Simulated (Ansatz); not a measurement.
# AlAsH₂ (triplet): the correlation ladder, cc-pVDZ

How much of the correlation energy of AlAsH₂ (triplet) does each wave-function method recover here?

Computed with Ansatz 0.2.0, Gaussian basis. Level: cc-pVDZ, core rule «outside noble gas», up to 19 orbitals frozen.

Plan: UHF; CCSD(T) on ROHF; CCSD(T) on UHF; BCCD(T) on ROHF; CISD; CCSDT(Q) on ROHF; CCSDT(Q) on UHF; CCSDTQ on ROHF.

10 further runs of the same task are left out: 6 for a known fault of the program, 4 set aside as unsound or not needed.

## (1) The geometry

The geometry is a PBE0/def2-TZVP stationary point (not a proven minimum) of the parent state, kept for this charge and spin. No spin-orbit coupling is included. The filled d shell of As may be among the frozen orbitals whatever the setting's name suggests; the logs give the count.

4 atoms, charge 0, spin multiplicity 3.

Atoms are counted from 1 here; the program's logs count them from 0.

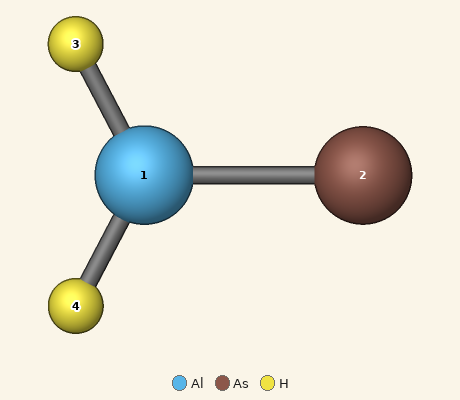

The geometry (aluminium blue, arsenic brown, hydrogen yellow); atoms are numbered from 1 in the order of the file.

In the tables R marks a restricted open-shell determinant and U an unrestricted one; energies count from the table's Hartree-Fock row.

## (2) UHF

in.yaml reads:

```yaml
crystal:
  periodic: [false, false, false]
  atoms:
    - {symbol: Al, position_ang: [0.000000, 0.000000, 1.677141]}
    - {symbol: As, position_ang: [0.000000, 0.000000, -0.668915]}
    - {symbol: H, position_ang: [0.000000, 1.409286, 2.413008]}
    - {symbol: H, position_ang: [0.000000, -1.409286, 2.413008]}
basis:
  gaussian: {orbitals: cc-pVDZ}
magnetization: {spin_polarized: true, initial_magnetization: 2}
hamiltonian: {xc: hf}
output: {orbitals: {seedname: orbitals}}
```

Command:

```console
> ansatz run in.yaml --threads 1 --pin off --events-out ev --progress --plain --max-ram 4096MiB --backend cpu
```

Output:

```text
Functional definition: HF
  name "HF"
  cite "Fock, Z. Phys. 61, 126 (1930) doi:10.1007/BF01340294"
  parent pbe
  exchange = exact_x
  correlation = 0
595 factors; integrals over basis functions are off by at most 9.3e-4 eV
mean field evaluation 1: about -67408.4342 eV, gradient 7.0e0 eV
mean field evaluation 2: about -67408.4359 eV, gradient 7.0e0 eV
mean field evaluation 4: about -67409.1550 eV, gradient 4.9e-1 eV
mean field evaluation 8: about -67409.1596 eV, gradient 4.0e-3 eV
mean field evaluation 16: about -67409.0934 eV, gradient 7.4e-1 eV
mean field evaluation 32: about -67407.6926 eV, gradient 2.1e-2 eV
mean field -67409.15959847 eV, -2477.2409236743 hartree, gradient 2.9e-5 eV, S^2 2.011808; 2 other end points of the search recorded, 0 dependent functions left out
reference -67409.15959847 eV, -2477.2409236743 hartree; 25, 23 occupied and 30, 32 virtual orbitals, 595 factors
Total energy: -67409.15959847 eV, -2477.2409236743 hartree
```

Run time: 1.4 s. Hardware: 1 thread of AMD EPYC 7R13, shared host.

From the report: ⟨S²⟩ of the determinant 2.012 (pure triplet: 2.00).

## (3) CCSD(T) on ROHF

in.yaml: that of step 2 with these lines changed.

```diff
@@ -9,4 +9,4 @@
   gaussian: {orbitals: cc-pVDZ}
-magnetization: {spin_polarized: true, initial_magnetization: 2}
-hamiltonian: {xc: hf}
-output: {orbitals: {seedname: orbitals}}
+magnetization: {spin_polarized: false, initial_magnetization: 2}
+correlation: {method: ccsd_t, electrons: outside_noble_gas}
+output: {forces: true}
```

The command is unchanged.

Output, cut to the lines that bear on the results:

```text
Functional definition: HF
  name "HF"
  cite "Fock, Z. Phys. 61, 126 (1930) doi:10.1007/BF01340294"
  parent pbe
[...]
595 factors; integrals over basis functions are off by at most 9.3e-4 eV
[...]
mean field -67409.04105322 eV, -2477.2365672168 hartree, gradient 9.9e-7 eV, S^2 2.000000; 4 other end points of the search recorded, 0 dependent functions left out
determinant -67409.04105322 eV, -2477.2365672168 hartree, with singles and doubles -67413.60096259 eV, -2477.4041407952 hartree
determinant -67407.56725804 eV, -2477.1824062429 hartree, with singles and doubles -67412.29651270 eV, -2477.3562031461 hartree
determinant -67407.05248326 eV, -2477.1634886185 hartree, with singles and doubles -67411.67547789 eV, -2477.3333805378 hartree
19 core orbitals not correlated: weight in the atoms' cores, before any rotation towards them, 1.000 or more for the frozen orbitals, at most 0.000 for the correlated occupied ones
reference -67409.04105322 eV, -2477.2365672168 hartree; 6, 4 occupied and 30, 32 virtual orbitals, 595 factors
second order -3.59951303 eV of doubles, -0.06872167 eV of singles
cycle   1  -4.55995932 eV  change   -5.0e-5 eV  update   3.8e-4
[...]
cycle   7  -4.56001557 eV  change   -1.4e-7 eV  update   6.8e-7
perturbative correction -0.09716520 eV, -0.0035707552 hartree
[...]
Total energy: -67413.69823399 eV, -2477.4077154535 hartree
Atom 0 at     0.000000     0.000000     1.677141 Å, force     0.000000    -0.000000     1.095794 eV/Å
Atom 1 at     0.000000     0.000000    -0.668915 Å, force     0.000000    -0.000000    -1.443441 eV/Å
Atom 2 at     0.000000     1.409286     2.413008 Å, force    -0.000000    -0.054479     0.173824 eV/Å
Atom 3 at     0.000000    -1.409286     2.413008 Å, force    -0.000000     0.054479     0.173824 eV/Å
Dipole moment:     0.000000    -0.000000     0.076833 e Å
```

Run time: 4.8 s. Hardware: 1 thread of AMD EPYC 7R13, shared host.

From the report: correlation -4.6572 eV; T1 0.017; largest double amplitude 0.04.

## (4) CCSD(T) on UHF

in.yaml: that of step 3 with these lines changed.

```diff
@@ -9,3 +9,3 @@
   gaussian: {orbitals: cc-pVDZ}
-magnetization: {spin_polarized: false, initial_magnetization: 2}
+magnetization: {spin_polarized: true, initial_magnetization: 2}
 correlation: {method: ccsd_t, electrons: outside_noble_gas}
```

Launched as before.

Output, cut to the lines that bear on the results:

```text
Functional definition: HF
  name "HF"
  cite "Fock, Z. Phys. 61, 126 (1930) doi:10.1007/BF01340294"
  parent pbe
[...]
595 factors; integrals over basis functions are off by at most 9.3e-4 eV
[...]
mean field -67409.15959847 eV, -2477.2409236743 hartree, gradient 2.4e-6 eV, S^2 2.011808; 4 other end points of the search recorded, 0 dependent functions left out
determinant -67409.15959847 eV, -2477.2409236743 hartree, with singles and doubles -67413.61104815 eV, -2477.4045114329 hartree
determinant -67407.69214177 eV, -2477.1869956353 hartree, with singles and doubles -67412.30898902 eV, -2477.3566616421 hartree
determinant -67407.16288098 eV, -2477.1675456601 hartree, with singles and doubles -67411.68478235 eV, -2477.3337224704 hartree
19 core orbitals not correlated: weight in the atoms' cores, before any rotation towards them, 1.000 or more for the frozen orbitals, at most 0.000 for the correlated occupied ones
reference -67409.15959847 eV, -2477.2409236743 hartree; 6, 4 occupied and 30, 32 virtual orbitals, 595 factors
second order -3.53383379 eV of doubles, -0.00000000 eV of singles
cycle   1  -4.45147728 eV  change   -2.8e-5 eV  update   3.9e-4
[...]
cycle   8  -4.45152210 eV  change    7.6e-7 eV  update   3.0e-7
perturbative correction -0.09434958 eV, -0.0034672833 hartree
[...]
Total energy: -67413.70547015 eV, -2477.4079813772 hartree
Atom 0 at     0.000000     0.000000     1.677141 Å, force     0.000000    -0.000000     1.096974 eV/Å
Atom 1 at     0.000000     0.000000    -0.668915 Å, force     0.000000    -0.000000    -1.444706 eV/Å
Atom 2 at     0.000000     1.409286     2.413008 Å, force    -0.000000    -0.054608     0.173866 eV/Å
Atom 3 at     0.000000    -1.409286     2.413008 Å, force    -0.000000     0.054608     0.173866 eV/Å
Dipole moment:     0.000000    -0.000000     0.077376 e Å
```

Run time: 5.5 s. Hardware: 1 thread of AMD EPYC 7R13, shared host.

From the report: ⟨S²⟩ of the determinant 2.012 (pure triplet: 2.00); correlation -4.5459 eV; T1 0.015; largest double amplitude 0.04.

## (5) BCCD(T) on ROHF

in.yaml: that of step 4 with these lines changed.

```diff
@@ -9,4 +9,3 @@
   gaussian: {orbitals: cc-pVDZ}
-magnetization: {spin_polarized: true, initial_magnetization: 2}
-correlation: {method: ccsd_t, electrons: outside_noble_gas}
-output: {forces: true}
+magnetization: {spin_polarized: false, initial_magnetization: 2}
+correlation: {method: bccd_t, electrons: outside_noble_gas}
```

The command is unchanged.

Output, cut to the lines that bear on the results:

```text
Functional definition: HF
  name "HF"
  cite "Fock, Z. Phys. 61, 126 (1930) doi:10.1007/BF01340294"
  parent pbe
[...]
595 factors; integrals over basis functions are off by at most 9.3e-4 eV
[...]
mean field -67409.04105322 eV, -2477.2365672168 hartree, gradient 9.9e-7 eV, S^2 2.000000; 4 other end points of the search recorded, 0 dependent functions left out
determinant -67409.04105322 eV, -2477.2365672168 hartree, with singles and doubles -67413.60096259 eV, -2477.4041407952 hartree
determinant -67407.56725804 eV, -2477.1824062429 hartree, with singles and doubles -67412.29651270 eV, -2477.3562031461 hartree
determinant -67407.05248326 eV, -2477.1634886185 hartree, with singles and doubles -67411.67547789 eV, -2477.3333805378 hartree
19 core orbitals not correlated: weight in the atoms' cores, before any rotation towards them, 1.000 or more for the frozen orbitals, at most 0.000 for the correlated occupied ones
reference -67409.04105322 eV, -2477.2365672168 hartree; 6, 4 occupied and 30, 32 virtual orbitals, 595 factors
second order -3.59951303 eV of doubles, -0.06872167 eV of singles
cycle   1  -4.56015422 eV  change   -2.4e-4 eV  update   3.4e-3
[...]
cycle   7  -4.55890003 eV  change   -3.6e-6 eV  update   6.5e-6
perturbative correction -0.09870200 eV, -0.0036272316 hartree
Total energy: -67413.69865525 eV, -2477.4077309342 hartree
```

Wall time 3.5 s (1 thread of AMD EPYC 7R13, shared host).

From the report: correlation -4.6576 eV; largest double amplitude 0.04.

## (6) CISD

in.yaml: that of step 5 with these lines changed.

```diff
@@ -10,2 +10,2 @@
 magnetization: {spin_polarized: false, initial_magnetization: 2}
-correlation: {method: bccd_t, electrons: outside_noble_gas}
+correlation: {active_space: {ras: {orbitals: [4, 2, 30], electrons: 10, max_holes: 2, max_particles: 2}, fixed_orbitals: true}}
```

The command is unchanged.

Output:

```text
Functional definition: HF
  name "HF"
  cite "Fock, Z. Phys. 61, 126 (1930) doi:10.1007/BF01340294"
  parent pbe
  exchange = exact_x
  correlation = 0
595 factors; integrals over basis functions are off by at most 9.3e-4 eV
mean field evaluation 1: about -67408.3602 eV, gradient 8.6e0 eV
mean field evaluation 2: about -67408.3617 eV, gradient 8.6e0 eV
mean field evaluation 4: about -67409.0397 eV, gradient 6.0e-1 eV
mean field evaluation 8: about -67409.0411 eV, gradient 9.4e-5 eV
mean field evaluation 16: about -67409.0378 eV, gradient 3.3e-1 eV
mean field -67409.04105322 eV, -2477.2365672168 hartree, gradient 9.9e-7 eV, S^2 2.000000; 2 other end points of the search recorded, 0 dependent functions left out
reference -67409.04105322 eV, -2477.2365672168 hartree; 25, 23 occupied and 30, 32 virtual orbitals, 595 factors
state -67413.29986631 eV, -2477.3930757111 hartree
Total energy: -67413.29986631 eV, -2477.3930757111 hartree
```

It took 2.4 s on 1 thread of AMD EPYC 7R13, shared host.

From the report: 33,270 determinants.

## (7) CCSDT(Q) on ROHF

in.yaml: that of step 6 with these lines changed.

```diff
@@ -10,2 +10,2 @@
 magnetization: {spin_polarized: false, initial_magnetization: 2}
-correlation: {active_space: {ras: {orbitals: [4, 2, 30], electrons: 10, max_holes: 2, max_particles: 2}, fixed_orbitals: true}}
+correlation: {method: ccsdt_q, electrons: outside_noble_gas}
```

Same command.

Output, cut to the lines that bear on the results:

```text
Functional definition: HF
  name "HF"
  cite "Fock, Z. Phys. 61, 126 (1930) doi:10.1007/BF01340294"
  parent pbe
[...]
1048 factors; integrals over basis functions are off by at most 1.6e-7 eV
[...]
mean field -67409.04111057 eV, -2477.2365693244 hartree, gradient 1.1e-6 eV, S^2 2.000000; 4 other end points of the search recorded, 0 dependent functions left out
determinant -67409.04111057 eV, -2477.2365693244 hartree, with singles and doubles -67413.60101776 eV, -2477.4041428229 hartree
determinant -67407.56731368 eV, -2477.1824082875 hartree, with singles and doubles -67412.29656563 eV, -2477.3562050910 hartree
determinant -67407.05254190 eV, -2477.1634907737 hartree, with singles and doubles -67411.67553530 eV, -2477.3333826475 hartree
19 core orbitals not correlated: weight in the atoms' cores, before any rotation towards them, 1.000 or more for the frozen orbitals, at most 0.000 for the correlated occupied ones
reference -67409.04111057 eV, -2477.2365693244 hartree; 6, 4 occupied and 30, 32 virtual orbitals, 1048 factors
second order -3.59954835 eV of doubles, -0.06872152 eV of singles
cycle   1  -4.32681363 eV  change   -6.6e-1 eV  update   6.9e-2
[...]
cycle  16  -4.68091664 eV  change    4.1e-7 eV  update   2.7e-7
perturbative correction -0.00508636 eV, -0.0001869204 hartree
Total energy: -67413.72711358 eV, -2477.4087767585 hartree
```

Wall time 13 s (1 thread of AMD EPYC 7R13, shared host); peak memory 0.3 GiB.

From the report: correlation -4.6860 eV; T1 0.018; largest double amplitude 0.04.

## (8) CCSDT(Q) on UHF

in.yaml: that of step 7 with these lines changed.

```diff
@@ -9,3 +9,3 @@
   gaussian: {orbitals: cc-pVDZ}
-magnetization: {spin_polarized: false, initial_magnetization: 2}
+magnetization: {spin_polarized: true, initial_magnetization: 2}
 correlation: {method: ccsdt_q, electrons: outside_noble_gas}
```

The command is unchanged.

Output, cut to the lines that bear on the results:

```text
Functional definition: HF
  name "HF"
  cite "Fock, Z. Phys. 61, 126 (1930) doi:10.1007/BF01340294"
  parent pbe
[...]
1048 factors; integrals over basis functions are off by at most 1.6e-7 eV
[...]
mean field -67409.15965571 eV, -2477.2409257778 hartree, gradient 1.7e-6 eV, S^2 2.011808; 4 other end points of the search recorded, 0 dependent functions left out
determinant -67409.15965571 eV, -2477.2409257778 hartree, with singles and doubles -67413.61110369 eV, -2477.4045134736 hartree
determinant -67407.69219753 eV, -2477.1869976844 hartree, with singles and doubles -67412.30904217 eV, -2477.3566635955 hartree
determinant -67407.16294017 eV, -2477.1675478352 hartree, with singles and doubles -67411.68483998 eV, -2477.3337245880 hartree
19 core orbitals not correlated: weight in the atoms' cores, before any rotation towards them, 1.000 or more for the frozen orbitals, at most 0.000 for the correlated occupied ones
reference -67409.15965571 eV, -2477.2409257778 hartree; 6, 4 occupied and 30, 32 virtual orbitals, 1048 factors
second order -3.53386923 eV of doubles, -0.00000000 eV of singles
cycle   1  -4.19929665 eV  change   -6.7e-1 eV  update   7.1e-2
[...]
cycle  16  -4.56958106 eV  change    4.6e-7 eV  update   2.9e-7
perturbative correction -0.00508558 eV, -0.0001868916 hartree
Total energy: -67413.73432235 eV, -2477.4090416760 hartree
```

Run time: 12 s. Hardware: 1 thread of AMD EPYC 7R13, shared host; peak memory 0.28 GiB.

From the report: ⟨S²⟩ of the determinant 2.012 (pure triplet: 2.00); correlation -4.5747 eV; T1 0.016; largest double amplitude 0.04.

## (9) CCSDTQ on ROHF

in.yaml: that of step 8 with these lines changed.

```diff
@@ -9,3 +9,3 @@
   gaussian: {orbitals: cc-pVDZ}
-magnetization: {spin_polarized: true, initial_magnetization: 2}
-correlation: {method: ccsdt_q, electrons: outside_noble_gas}
+magnetization: {spin_polarized: false, initial_magnetization: 2}
+correlation: {method: ccsdtq, electrons: outside_noble_gas}
```

Command:

```console
> ansatz run in.yaml --threads 2 --pin off --events-out ev --progress --plain --max-ram 24576MiB --backend cuda --devices 0, --max-vram 18GiB
```

Output, cut to the lines that bear on the results:

```text
Functional definition: HF
  name "HF"
  cite "Fock, Z. Phys. 61, 126 (1930) doi:10.1007/BF01340294"
  parent pbe
[...]
1048 factors; integrals over basis functions are off by at most 1.6e-7 eV
[...]
mean field -67409.04111057 eV, -2477.2365693244 hartree, gradient 1.1e-6 eV, S^2 2.000000; 4 other end points of the search recorded, 0 dependent functions left out
determinant -67409.04111057 eV, -2477.2365693244 hartree, with singles and doubles -67413.60101628 eV, -2477.4041427683 hartree
determinant -67407.56731368 eV, -2477.1824082875 hartree, with singles and doubles -67412.29656351 eV, -2477.3562050132 hartree
determinant -67407.05254190 eV, -2477.1634907737 hartree, with singles and doubles -67411.67553336 eV, -2477.3333825762 hartree
19 core orbitals not correlated: weight in the atoms' cores, before any rotation towards them, 1.000 or more for the frozen orbitals, at most 0.000 for the correlated occupied ones
reference -67409.04111057 eV, -2477.2365693244 hartree; 6, 4 occupied and 30, 32 virtual orbitals, 1048 factors
second order -3.59954835 eV of doubles, -0.06872152 eV of singles
cycle   1  -4.32681500 eV  change   -6.6e-1 eV  update   6.9e-2
[...]
cycle  17  -4.68686305 eV  change    3.5e-7 eV  update   3.5e-7
Total energy: -67413.72797363 eV, -2477.4088083647 hartree
```

Wall time 59 s (1 × H100 (card shared with other runs) with 2 threads of AMD EPYC 7R13, shared host); peak host memory 0.86 GiB.

From the report: correlation -4.6869 eV; T1 0.018; largest double amplitude 0.04.

## (10) All levels against the top one

The yardstick is RCCSDTQ, where the cluster series has nearly closed. Rows without a time come out of other runs: HF, MP2 and CCSD of CCSD(T), CCSDT of CCSDT(Q). The times of RCCSD(T), UCCSD(T) include forces.

Differences are taken before rounding.

```csv
method,energy from the lowest ROHF (kcal/mol),from RCCSDTQ (kcal/mol),time
ROHF,0.00,+108.08,
UHF,-2.73,+105.35,
RMP2,-84.59,+23.49,
UMP2,-84.23,+23.86,
CISD,-98.21,+9.87,2.4 s
RCCSD,-105.16,+2.93,
UCCSD,-105.39,+2.69,
RCCSD(T),-107.40,+0.69,4.8 s
UCCSD(T),-107.56,+0.52,5.5 s
BCCD(T),-107.41,+0.68,3.5 s
RCCSDT,-107.95,+0.14,
UCCSDT,-108.11,-0.03,
RCCSDT(Q),-108.06,+0.02,13 s
UCCSDT(Q),-108.23,-0.15,12 s
RCCSDTQ,-108.08,0,59 s (GPU)
```

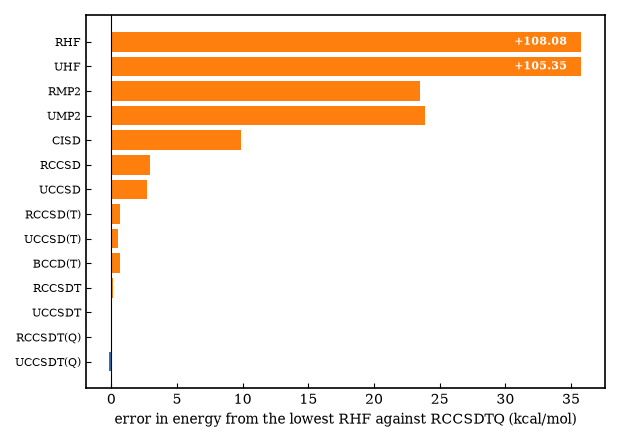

How far each level lands from RCCSDTQ. Bars with a number in them are cut short.

Some runs used a GPU and others CPU threads alone; cost is compared among the CPU runs only.

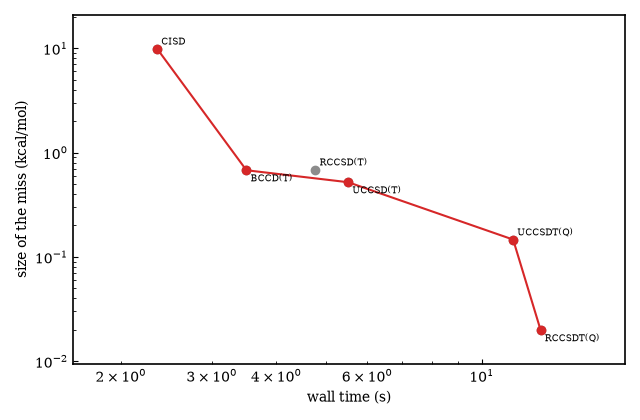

Miss against cost. Red marks the levels that no quicker level drawn beats. Times are from a shared host.

## (11) Summary of results

| quantity | value |
| --- | --- |
| RCCSDTQ from the ROHF energy | -4.6869 eV |
| RMP2 from RCCSDTQ | +23.49 kcal/mol |
| UMP2 from RCCSDTQ | +23.86 kcal/mol |
| RCCSD from RCCSDTQ | +2.93 kcal/mol |
| RCCSD(T) from RCCSDTQ | +0.69 kcal/mol |
| UCCSD(T) from RCCSDTQ | +0.52 kcal/mol |
| RCCSDT(Q) from RCCSDTQ | +0.02 kcal/mol |
| UCCSDT(Q) from RCCSDTQ | -0.15 kcal/mol |
| levels within 1 kcal/mol (43 meV) | RCCSD(T), UCCSD(T), BCCD(T), RCCSDT, UCCSDT, RCCSDT(Q), UCCSDT(Q) |
| T1 diagnostic | 0.017 |

In words: RCCSD(T) misses by +0.69 kcal/mol, 0.6 % of the correlation energy. These misses are within one basis, not against nature; the frozen cores of restricted and unrestricted runs differ, which can shift their rows.

With open shells the CI space here admits some triples and quadruples, so it is larger than plain CISD.

For cost: RCCSDT(Q) gets within 0.02 kcal/mol in 13 s; the quickest level in the cost chart, CISD, takes 2.4 s and misses by 9.87 kcal/mol.
